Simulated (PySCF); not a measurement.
## Electronic structure of CaTl (doublet) in real space

```xyz
2

Ca    0.0000    0.0000   -2.7641
Tl    0.0000    0.0000    0.5389
```

⟨S²⟩ = 0.87, above the pure value of 0.75; core potentials replace the inner electrons of Tl.

All numbers below come from PySCF 2.14.0, PBE0/def2-SVPD, non-relativistic Hamiltonian with scalar-relativistic core potentials where named, at a bond length of 3.303 Å.

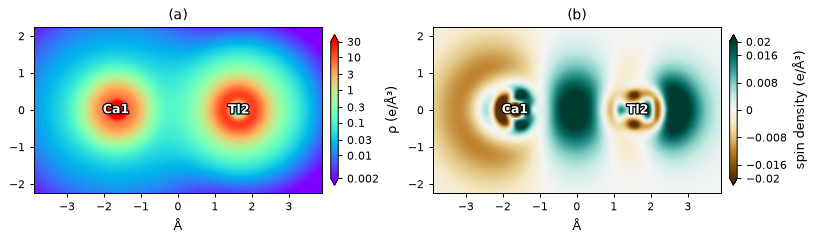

Figure 1. (a) electron density; (b) spin density on a plane that holds the molecular axis.

Q: Interpret the plot.

A: The section cuts through Ca and Tl sites.
Ca–Tl (3.30 Å): ρ is about 0.12 e/Å³ halfway, with its minimum of 0.11 e/Å³ about 1.4 Å from Ca.
The unpaired spin (1 electron) lies mostly on Tl2 (about 0.9) and Ca1 (about 0.1), in electrons by Hirshfeld's partition.

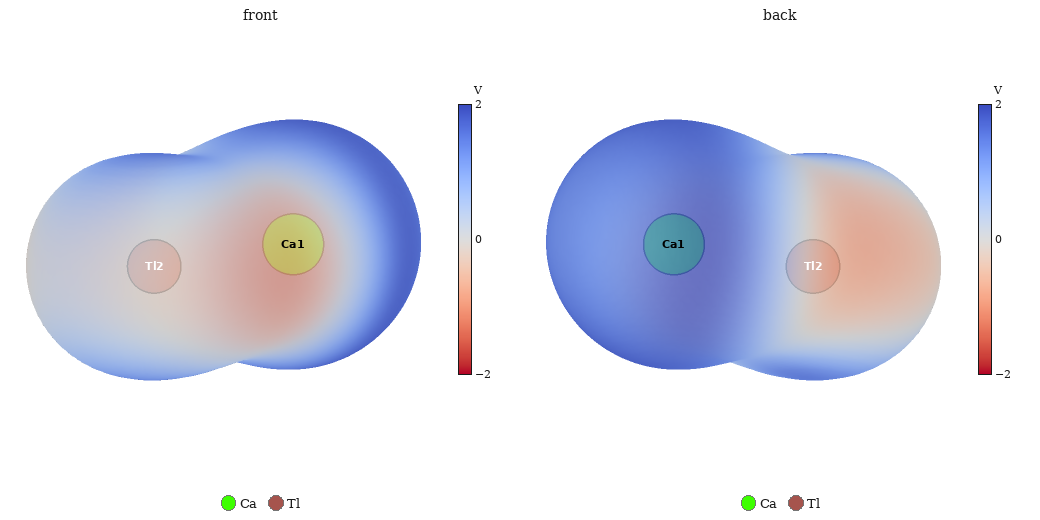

Figure 2. The electrostatic potential painted on the density surface at 0.002 e/bohr³, seen from the front and from behind; the colour scale runs from red (negative) to blue (positive).

Q: Where is the surface potential most negative and most positive?

A: The most negative region (about −0.8 V) lies over Tl2, the most positive (about +1.8 V) over Ca1.
